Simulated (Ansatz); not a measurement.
**Converging the plane-wave cutoff: YSn3 (P4mm, 4 atoms in the cell)**

```
YSn3
1.0
    4.71443     0.00000     0.00000
    0.00000     4.71443     0.00000
    0.00000     0.00000     4.71443
Y Sn
1 3
Cartesian
  0.00000   0.00000   0.05000
  2.35722   2.35722   0.00000
  0.00000   2.35722   2.35722
  2.35722   0.00000   2.35722
```

Level of theory: LDA (PW92), default PAW files made with PBE (plane waves; Ansatz, a quantum-chemistry and plane-wave program).

Base settings: basis.ecutwfc = 30.9 Ry; kpoints.mp_grid.grid = 5 5 5; hamiltonian.xc = lda; hamiltonian.pseudopotentials = {kind: paw} (the program's default PAW files); scf.occupations.method = fermi_dirac; scf.occupations.width = 0.0073 Ry.

The second cell is the first with its lattice scaled by 0.98.

The mesh stays at the base's, so the ladder's end is converged at best in this setting alone.

The first pressure column holds Ansatz's estimate of the finite-basis (Pulay) stress, which hides part of the cutoff error; the other is without it.

Only quantities that move along the ladder and can be compared are tabulated.

The count of work is k-points × plane waves × bands × iterations; it is no time. 

The starting cell comes from a database of computed structures (which also holds hypothetical and non-ambient phases and stackings), without a prior relaxation at this level. Its lattice was rescaled by up to half a per cent. One atom was moved a little off its site on purpose. In the base run, with a pressure of about -4 GPa the cell is away from its equilibrium volume at this level.

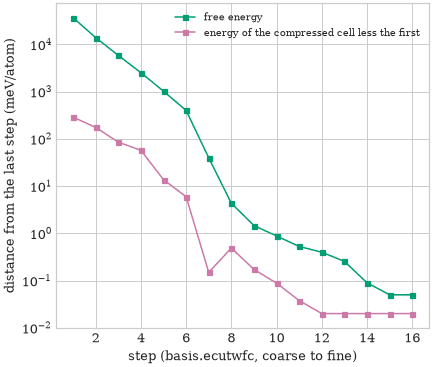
Distance from the last step along the ladder; very small values are drawn at a floor.

| basis.ecutwfc | free energy less the last step's (meV/atom) | energy of the compressed cell less the first (meV/atom) | pressure (GPa) | pressure without the Pulay estimate (GPa) | largest difference of a force vector from the last step's (eV/Å) | count of work / last |
|---|---|---|---|---|---|---|
| 10.7 Ry | 36634.20 | -312.25 | -25.50 | -857.31 | 0.222 | 0.076 |
| 12.5 Ry | 13924.86 | -197.55 | 8.07 | -396.74 | 0.051 | 0.078 |
| 14 Ry | 5833.05 | 62.08 | -3.10 | -195.31 | 0.098 | 0.094 |
| 15.4 Ry | 2519.21 | 34.02 | -4.15 | -98.56 | 0.038 | 0.11 |
| 16.9 Ry | 1019.26 | -9.54 | -3.95 | -47.80 | 0.005 | 0.12 |
| 18.4 Ry | 399.25 | -29.14 | -4.24 | -23.66 | 0.012 | 0.12 |
| 21.7 Ry | 39.67 | -23.04 | -3.97 | -6.64 | 0.000 | 0.16 |
| 24.6 Ry | 4.32 | -22.70 | -4.01 | -4.29 | 0.001 | 0.18 |
| 27.9 Ry | 1.46 | -23.01 | -4.04 | -4.07 | 0.000 | 0.23 |
| 30.9 Ry | 0.88 | -23.10 | -4.05 | -4.07 | 0.000 | 0.27 |
| 33.8 Ry | 0.53 | -23.15 | -4.06 | -4.07 | 0.000 | 0.30 |
| 37.1 Ry | 0.40 | -23.17 | -4.06 | -4.06 | 0.000 | 0.35 |
| 41.5 Ry | 0.26 | -23.18 | -4.06 | -4.07 | 0.000 | 0.42 |
| 46.3 Ry | 0.09 | -23.18 | -4.06 | -4.06 | 0.000 | 0.49 |
| 54 Ry | 0.02 | -23.19 | -4.06 | -4.06 | 0.000 | 0.62 |
| 61.7 Ry | 0.02 | -23.19 | -4.06 | -4.06 | 0.000 | 0.75 |
| 74.2 Ry | 0.00 | -23.19 | -4.06 | -4.06 | 0.000 | 1.0 |

Coarsest basis.ecutwfc that holds the free energy within 1 meV/atom of the last step, with all finer ones: 30.9 Ry, at 0.27 of the last step's count of work; the step before is off by 1.5 meV/atom.

Coarsest basis.ecutwfc that holds the pressure within 0.2 GPa of the last step, with all finer ones: 15.4 Ry, at 0.11 of the last step's count of work; the step before is off by 0.96 GPa.

Coarsest basis.ecutwfc that holds the pressure without the Pulay estimate within 1 GPa of the last step, with all finer ones: 24.6 Ry, at 0.18 of the last step's count of work; the step before is off by 2.6 GPa.

The energy difference between the two cells stays within 1 meV/atom of the last step's from 21.7 Ry on, the total only from 30.9 Ry on: much of the error is common to both cells and cancels.

At the lowest cutoff the pressure without the Pulay estimate lies 853 GPa under the last step's, the usual sign of Pulay stress in an incomplete plane-wave basis.

Keys are those of Ansatz 0.2.
